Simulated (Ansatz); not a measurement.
Take BeS in the zinc blende structure (space group F-43m, No. 216; a = 4.876 Å) as the base.

It is then changed as follows: every lattice vector is shortened by 3.00 %, atoms relaxed at fixed cell.

Computed with plane-wave PAW DFT at the PBE level (Ansatz, an electronic-structure program, 420 eV), no spin-orbit coupling.

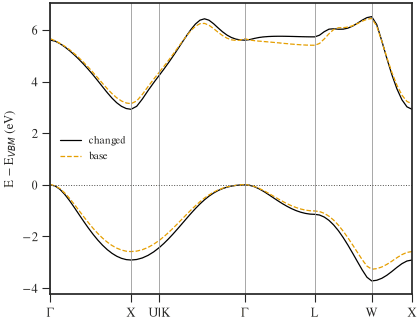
Figure. Highest valence and lowest conduction band along the path, each from its own valence-band maximum

### Question
From the figure, how large is the changed gap, and is it direct?

### Answer
About 2.9 eV, indirect, Γ → X.

The cells carry an imposed strain or load. Semilocal Kohn–Sham gaps tend to fall short of experiment. No phonon test of stability was made.
